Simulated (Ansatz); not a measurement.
# Nickel, beta-Sn type under BLYP: from relaxation to bulk modulus, part 2 of 2

Aim: take nickel in the beta-Sn type structure, relax it, solve it on a dense k-mesh, then scale the cell to 7 volumes from 88 to 112 % of the relaxed one and try a fit of the equation of state. Spin polarisation is left out, though the real metal is magnetic, so this state lies above the ground state. The k-meshes are 15×15×10 for the relaxation; 24×24×23 for the dense run; 17×17×16 for the volumes.

Ansatz 0.2.0; DFT, BLYP, plane waves (420 eV) with PAW, scalar-relativistic. The steps go on from the part before.

### 5 Equation of state: 92 %

The input, input.yaml:

```yaml
crystal:
  lattice:
    - [-2.9220864844, 2.9226525159, 1.2052976523]
    - [2.9226525159, -2.9220864844, 1.2052976523]
    - [1.5111165444, 1.5111165444, -1.2042609647]
  atoms:
    - { symbol: Ni, position: [2.95281e-05, 0.9999704719, 0.0] }
    - { symbol: Ni, position: [0.7499704719, 0.2500295281, 0.5] }
hamiltonian:
  xc: blyp
  pseudopotentials:
    kind: paw
    azcp:
      Ni: "pseudopotentials/Ni.paw.azcp"
basis:
  ecutwfc: 420
  fft_grid_basis: typed
kpoints:
  mp_grid: { grid: [17, 17, 16], shift: [0, 0, 0] }
magnetization:
  spin_polarized: false
scf:
  occupations: { method: fermi_dirac, width: 0.1 }
  lower_state_search: "off"
output:
  stress: true
```

Output, cut to the lines that bear on the results:

```text
Warning: RAYON_NUM_THREADS=2 ignored (pool sized by the plan → 2); use --threads N
[...]
Pseudopotentials: kind: paw
Pseudopotential: Ni, paw, valence charge 18, recommended cutoff 420 eV (normal), <dir>
Functional definition: BLYP
[...]
Crystal: 2 atoms, lattice volume = 21.295 Å³
Basis set: ecut = 420 eV, 407 PW (Γ), exchange–correlation on 60×60×36 points (8 copies of the dense FFT grid, shifted against one another)
Bands: 22, of which v1, the nominal top of the filled ones, is band 18 counted from 1 (17 counted from 0)
Symmetry: 4 space group operations
Space group: C2/c (ITA 15), of the structure as read, at distance tolerance 2.8e-5 Å
k-points: 1233 of 4624
[...]
SCF iter   1: F=—  HF=-11696.352388 eV  |F-HF|=—  |Δ(HF+E_count)|=         —  Δρ=3.08e-2  dr2=1.31e-1  ethr=1.77e-3  ⟨swp⟩=4.6  Hψ=99224  notcnv=0
[...]
SCF iter   6: F=-11696.331201 eV  HF=-11696.331201 eV  |F-HF|=1.76e-8  |Δ(HF+E_count)|=   9.52e-7  Δρ=2.94e-5  dr2=5.51e-8  ethr=2.78e-10  ⟨swp⟩=4.6  Hψ=133115  notcnv=0
[...]
SCF converged after 6 iterations
Free energy (F): -11696.331201 eV
[...]
E sigma→0 (E₀):  -11696.249334 eV
Entropy (-TS):   -0.163735 eV (-81.868 meV/atom)
Fermi energy:    18.955645 eV
[...]
--- Stress (GPa, compression-positive) ---
       17.155801       0.375461      -0.037112
        0.375461      17.155801      -0.037112
       -0.037111      -0.037111      16.686661
  P = ⅓ Tr σ = 16.9994 GPa (169.994 kbar)
```

Wall time 14 s (2 threads of an Arm CPU, shared host); peak memory 0.72 GiB.

### 6 Equation of state: 96 %

input.yaml, as its differences from that of step 5:

```diff
@@ -2,5 +2,5 @@
   lattice:
-    - [-2.9220864844, 2.9226525159, 1.2052976523]
-    - [2.9226525159, -2.9220864844, 1.2052976523]
-    - [1.5111165444, 1.5111165444, -1.2042609647]
+    - [-2.9638362177, 2.9644103364, 1.2225185168]
+    - [2.9644103364, -2.9638362177, 1.2225185168]
+    - [1.5327068406, 1.5327068406, -1.2214670174]
   atoms:
```

Output, cut to the lines that bear on the results:

```text
Warning: RAYON_NUM_THREADS=2 ignored (pool sized by the plan → 2); use --threads N
[...]
Pseudopotentials: kind: paw
Pseudopotential: Ni, paw, valence charge 18, recommended cutoff 420 eV (normal), <dir>
Functional definition: BLYP
[...]
Crystal: 2 atoms, lattice volume = 22.220 Å³
Basis set: ecut = 420 eV, 425 PW (Γ), exchange–correlation on 60×60×36 points (8 copies of the dense FFT grid, shifted against one another)
Bands: 22, of which v1, the nominal top of the filled ones, is band 18 counted from 1 (17 counted from 0)
Symmetry: 4 space group operations
Space group: C2/c (ITA 15), of the structure as read, at distance tolerance 2.8e-5 Å
k-points: 1233 of 4624
[...]
SCF iter   1: F=—  HF=-11696.421315 eV  |F-HF|=—  |Δ(HF+E_count)|=         —  Δρ=2.96e-2  dr2=1.29e-1  ethr=1.77e-3  ⟨swp⟩=4.5  Hψ=98770  notcnv=0
[...]
SCF iter   6: F=-11696.400943 eV  HF=-11696.400943 eV  |F-HF|=3.15e-8  |Δ(HF+E_count)|=   1.18e-6  Δρ=2.86e-5  dr2=4.14e-8  ethr=2.78e-10  ⟨swp⟩=4.6  Hψ=128015  notcnv=0
[...]
SCF converged after 6 iterations
Free energy (F): -11696.400943 eV
[...]
E sigma→0 (E₀):  -11696.315977 eV
Entropy (-TS):   -0.169933 eV (-84.967 meV/atom)
Fermi energy:    17.974578 eV
[...]
--- Stress (GPa, compression-positive) ---
        7.559706       0.175608      -0.033002
        0.175608       7.559706      -0.033002
       -0.033002      -0.033002       7.440576
  P = ⅓ Tr σ = 7.5200 GPa (75.200 kbar)
```

Run time: 14 s. Hardware: 2 threads of an Arm CPU, shared host; peak memory 0.73 GiB.

### 7 Equation of state: 100 %

input.yaml, as its differences from that of step 6:

```diff
@@ -2,5 +2,5 @@
   lattice:
-    - [-2.9638362177, 2.9644103364, 1.2225185168]
-    - [2.9644103364, -2.9638362177, 1.2225185168]
-    - [1.5327068406, 1.5327068406, -1.2214670174]
+    - [-3.0044417596, 3.0050237439, 1.2392674271]
+    - [3.0050237439, -3.0044417596, 1.2392674271]
+    - [1.5537054341, 1.5537054341, -1.2382015218]
   atoms:
```

Output, cut to the lines that bear on the results:

```text
Warning: RAYON_NUM_THREADS=2 ignored (pool sized by the plan → 2); use --threads N
[...]
Pseudopotentials: kind: paw
Pseudopotential: Ni, paw, valence charge 18, recommended cutoff 420 eV (normal), <dir>
Functional definition: BLYP
[...]
Crystal: 2 atoms, lattice volume = 23.146 Å³
Basis set: ecut = 420 eV, 445 PW (Γ), exchange–correlation on 60×60×36 points (8 copies of the dense FFT grid, shifted against one another)
Bands: 22, of which v1, the nominal top of the filled ones, is band 18 counted from 1 (17 counted from 0)
Symmetry: 4 space group operations
Space group: C2/c (ITA 15), of the structure as read, at distance tolerance 2.8e-5 Å
k-points: 1233 of 4624
[...]
SCF iter   1: F=—  HF=-11696.441475 eV  |F-HF|=—  |Δ(HF+E_count)|=         —  Δρ=2.84e-2  dr2=1.27e-1  ethr=1.77e-3  ⟨swp⟩=4.5  Hψ=98520  notcnv=0
[...]
SCF iter   7: F=-11696.421939 eV  HF=-11696.421939 eV  |F-HF|=9.93e-10  |Δ(HF+E_count)|=   7.05e-8  Δρ=1.16e-5  dr2=8.67e-9  ethr=1.31e-10  ⟨swp⟩=4.0  Hψ=97528  notcnv=0
[...]
SCF converged after 7 iterations
Free energy (F): -11696.421939 eV
[...]
E sigma→0 (E₀):  -11696.333962 eV
Entropy (-TS):   -0.175953 eV (-87.977 meV/atom)
Fermi energy:    17.072796 eV
[...]
--- Stress (GPa, compression-positive) ---
       -0.005873       0.015302      -0.029187
        0.015302      -0.005873      -0.029187
       -0.029187      -0.029187       0.151033
  P = ⅓ Tr σ = 0.0464 GPa (0.464 kbar)
```

It took 16 s on 2 threads of an Arm CPU, shared host; peak memory 0.74 GiB.

### 8 Equation of state: 104 %

input.yaml, as its differences from that of step 7:

```diff
@@ -2,5 +2,5 @@
   lattice:
-    - [-3.0044417596, 3.0050237439, 1.2392674271]
-    - [3.0050237439, -3.0044417596, 1.2392674271]
-    - [1.5537054341, 1.5537054341, -1.2382015218]
+    - [-3.043978422, 3.0445680649, 1.2555754476]
+    - [3.0445680649, -3.043978422, 1.2555754476]
+    - [1.5741512713, 1.5741512713, -1.2544955156]
   atoms:
```

Output, cut to the lines that bear on the results:

```text
Warning: RAYON_NUM_THREADS=2 ignored (pool sized by the plan → 2); use --threads N
[...]
Pseudopotentials: kind: paw
Pseudopotential: Ni, paw, valence charge 18, recommended cutoff 420 eV (normal), <dir>
Functional definition: BLYP
[...]
Crystal: 2 atoms, lattice volume = 24.072 Å³
Basis set: ecut = 420 eV, 485 PW (Γ), exchange–correlation on 60×60×36 points (8 copies of the dense FFT grid, shifted against one another)
Bands: 22, of which v1, the nominal top of the filled ones, is band 18 counted from 1 (17 counted from 0)
Symmetry: 4 space group operations
Space group: C2/c (ITA 15), of the structure as read, at distance tolerance 2.9e-5 Å
k-points: 1233 of 4624
[...]
SCF iter   1: F=—  HF=-11696.423154 eV  |F-HF|=—  |Δ(HF+E_count)|=         —  Δρ=2.73e-2  dr2=1.25e-1  ethr=1.77e-3  ⟨swp⟩=4.4  Hψ=98603  notcnv=0
[...]
SCF iter   7: F=-11696.404502 eV  HF=-11696.404502 eV  |F-HF|=7.18e-9  |Δ(HF+E_count)|=   8.26e-8  Δρ=1.59e-5  dr2=1.47e-8  ethr=2.78e-10  ⟨swp⟩=4.6  Hψ=101494  notcnv=0
[...]
SCF converged after 7 iterations
Free energy (F): -11696.404502 eV
[...]
E sigma→0 (E₀):  -11696.313597 eV
Entropy (-TS):   -0.181810 eV (-90.905 meV/atom)
Fermi energy:    16.241384 eV
[...]
--- Stress (GPa, compression-positive) ---
       -5.967119      -0.112173      -0.025765
       -0.112173      -5.967119      -0.025765
       -0.025765      -0.025765      -5.592026
  P = ⅓ Tr σ = -5.8421 GPa (-58.421 kbar)
```

Wall time 15 s (2 threads of an Arm CPU, shared host); peak memory 0.76 GiB.

### 9 Equation of state: 108 %

input.yaml, as its differences from that of step 8:

```diff
@@ -2,5 +2,5 @@
   lattice:
-    - [-3.043978422, 3.0445680649, 1.2555754476]
-    - [3.0445680649, -3.043978422, 1.2555754476]
-    - [1.5741512713, 1.5741512713, -1.2544955156]
+    - [-3.0825138853, 3.0831109928, 1.2714704951]
+    - [3.0831109928, -3.0825138853, 1.2714704951]
+    - [1.5940793523, 1.5940793523, -1.2703768916]
   atoms:
@@ -26 +26,5 @@
   stress: true
+  write_density: true
+  write_potential: true
+  elf: true
+  volumetric_format: npy
```

Output, cut to the lines that bear on the results:

```text
Warning: RAYON_NUM_THREADS=2 ignored (pool sized by the plan → 2); use --threads N
[...]
Pseudopotentials: kind: paw
Pseudopotential: Ni, paw, valence charge 18, recommended cutoff 420 eV (normal), <dir>
Functional definition: BLYP
[...]
Crystal: 2 atoms, lattice volume = 24.998 Å³
Basis set: ecut = 420 eV, 501 PW (Γ), exchange–correlation on 64×64×36 points (8 copies of the dense FFT grid, shifted against one another)
Bands: 22, of which v1, the nominal top of the filled ones, is band 18 counted from 1 (17 counted from 0)
Symmetry: 4 space group operations
Space group: C2/c (ITA 15), of the structure as read, at distance tolerance 2.9e-5 Å
k-points: 1233 of 4624
[...]
SCF iter   1: F=—  HF=-11696.374548 eV  |F-HF|=—  |Δ(HF+E_count)|=         —  Δρ=2.62e-2  dr2=1.21e-1  ethr=1.77e-3  ⟨swp⟩=4.4  Hψ=98469  notcnv=0
[...]
SCF iter   7: F=-11696.356816 eV  HF=-11696.356816 eV  |F-HF|=1.50e-8  |Δ(HF+E_count)|=   2.24e-8  Δρ=1.94e-5  dr2=2.82e-8  ethr=2.78e-10  ⟨swp⟩=9.1  Hψ=202621  notcnv=0
[...]
SCF converged after 7 iterations
Free energy (F): -11696.356816 eV
[...]
E sigma→0 (E₀):  -11696.263060 eV
Entropy (-TS):   -0.187513 eV (-93.757 meV/atom)
Fermi energy:    15.472479 eV
[...]
--- Stress (GPa, compression-positive) ---
      -10.652605      -0.213167      -0.022775
       -0.213167     -10.652605      -0.022775
       -0.022775      -0.022775     -10.106115
  P = ⅓ Tr σ = -10.4704 GPa (-104.704 kbar)
--- Band table (eV; the first three rows and the last of 1233) ---
  k-point 0: bands = ["-87.1066", "-87.0882", "-47.6440", "-47.5787", "-47.5541", "-47.5107", "-47.5095", "-47.5020", "7.5910", "11.6862", "13.5661", "13.8491", "14.1381", "14.1550", "14.2279", "14.3844", "14.9793", "15.0074", "15.4302", "15.4396", "20.1303", "36.5781"]
[...]
```

It took 22 s on 2 threads of an Arm CPU, shared host; peak memory 0.76 GiB.

The maps below are laid out on this run's own conventional cell (a, b, c = 2.543, 4.510, 8.720 Å).

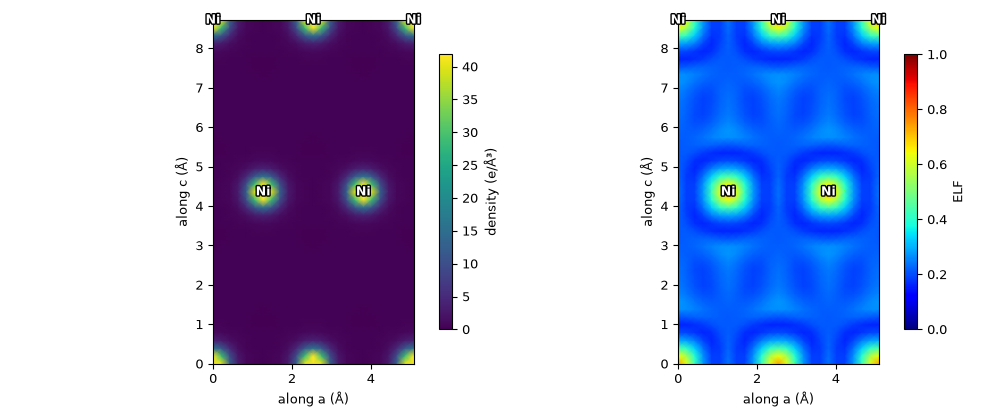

Density (left) and ELF (right) in a lattice plane of the grid's cell (edges 2.54 and 8.72 Å, at 0.000 of the third edge), which holds Ni. Only atoms in the plane are labelled; the density scale stops at 41.86 e/Å³. Both are smooth fields of the valence electrons: close to the nuclei they are not physical.

### 10 Equation of state: 112 %

input.yaml, as its differences from that of step 9:

```diff
@@ -2,5 +2,5 @@
   lattice:
-    - [-3.0825138853, 3.0831109928, 1.2714704951]
-    - [3.0831109928, -3.0825138853, 1.2714704951]
-    - [1.5940793523, 1.5940793523, -1.2703768916]
+    - [-3.1201092232, 3.1207136133, 1.2869777612]
+    - [3.1207136133, -3.1201092232, 1.2869777612]
+    - [1.6135212605, 1.6135212605, -1.2858708197]
   atoms:
@@ -26,5 +26 @@
   stress: true
-  write_density: true
-  write_potential: true
-  elf: true
-  volumetric_format: npy
```

Output, cut to the lines that bear on the results:

```text
Warning: RAYON_NUM_THREADS=2 ignored (pool sized by the plan → 2); use --threads N
[...]
Pseudopotentials: kind: paw
Pseudopotential: Ni, paw, valence charge 18, recommended cutoff 420 eV (normal), <dir>
Functional definition: BLYP
[...]
Crystal: 2 atoms, lattice volume = 25.924 Å³
Basis set: ecut = 420 eV, 513 PW (Γ), exchange–correlation on 64×64×36 points (8 copies of the dense FFT grid, shifted against one another)
Bands: 22, of which v1, the nominal top of the filled ones, is band 18 counted from 1 (17 counted from 0)
Symmetry: 4 space group operations
Space group: C2/c (ITA 15), of the structure as read, at distance tolerance 3.0e-5 Å
k-points: 1233 of 4624
[...]
SCF iter   1: F=—  HF=-11696.302201 eV  |F-HF|=—  |Δ(HF+E_count)|=         —  Δρ=2.51e-2  dr2=1.18e-1  ethr=1.77e-3  ⟨swp⟩=4.4  Hψ=98472  notcnv=0
[...]
SCF iter   7: F=-11696.285393 eV  HF=-11696.285393 eV  |F-HF|=4.68e-8  |Δ(HF+E_count)|=   3.01e-7  Δρ=2.91e-5  dr2=6.91e-8  ethr=2.78e-10  ⟨swp⟩=4.9  Hψ=106624  notcnv=0
[...]
SCF converged after 7 iterations
Free energy (F): -11696.285393 eV
[...]
E sigma→0 (E₀):  -11696.188858 eV
Entropy (-TS):   -0.193070 eV (-96.535 meV/atom)
Fermi energy:    14.759430 eV
[...]
--- Stress (GPa, compression-positive) ---
      -14.320953      -0.292507      -0.020113
       -0.292507     -14.320953      -0.020113
       -0.020113      -0.020113     -13.640746
  P = ⅓ Tr σ = -14.0942 GPa (-140.942 kbar)
```

Wall time 15 s (2 threads of an Arm CPU, shared host); peak memory 0.79 GiB.

### 11 The equation of state

All volumes keep the relaxed shape and fractional coordinates.

```csv
V (Å³/atom),E − E₀ (meV/atom),P from the stress (GPa),P from the fit (GPa)
10.184,106.5,29.03,28.50
10.647,42.3,17.00,16.45
11.110,9.0,7.52,6.98
11.573,0.0,0.05,-0.47
12.036,10.2,-5.84,-6.34
12.499,35.5,-10.47,-10.96
12.962,72.6,-14.09,-14.59
```

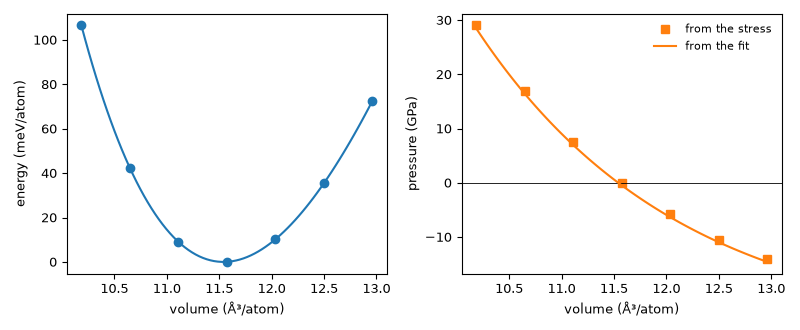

Energy and pressure against volume; the lines are the Birch-Murnaghan fit.

Fit (Birch-Murnaghan, third order): V₀ = 11.541 Å³/atom, B₀ = 167 GPa, B₀′ = 4.9, largest residual 0.02 meV/atom.

The fit is made to E(σ → 0), while the stress belongs to the free energy F; that is one source of the offset between the two pressures.

### 12 What came out

This closing draws on all 2 parts.

| quantity | value |
| --- | --- |
| space group (spins left aside) | Fddd (No. 70) |
| conventional cell | a = 2.479 Å, b = 4.395 Å, c = 8.499 Å |
| volume | 11.573 Å³/atom |
| shortest distance | 2.471 Å |
| gap on the mesh | none (levels filled in part) |
| relative to fcc, ferromagnetic | +111 meV/atom |
| V₀, B₀, B₀′ | 11.541 Å³/atom, 167 GPa, 4.9 |

From the guessed start the volume grew by 0.8 % in 23 steps. What began as beta-Sn type has relaxed into Fddd. What follows belongs to that structure, not to the type named at the start. The mesh has less symmetry than the lattice, which may have let the distortion in. Against the reference form of nickel (fcc, ferromagnetic, computed apart with the same settings) it stands 111 meV/atom higher; part of this is magnetic energy, as this run has no moments. No gap shows: it is a metal or semimetal at this level. The fitted modulus is 167 GPa; letting shape and positions relax at each volume could only lower it.
